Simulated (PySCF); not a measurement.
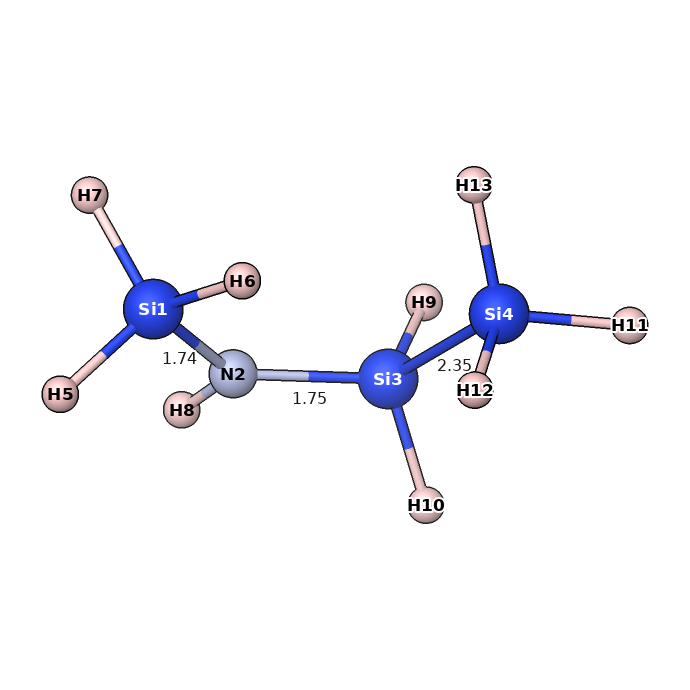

Bond lengths are marked in Å; every bond is drawn as one stick. The computed structure is the end point of a PBE0-D3(BJ)/def2-SVP optimisation. No frequency run is at hand to confirm it as a minimum.

**Which of the marked bonds are single, double, triple or aromatic?**

Si1–N2 single; N2–Si3 single; Si3–Si4 single.

**Write the SMILES.**

[SiH3]N[SiH2][SiH3]
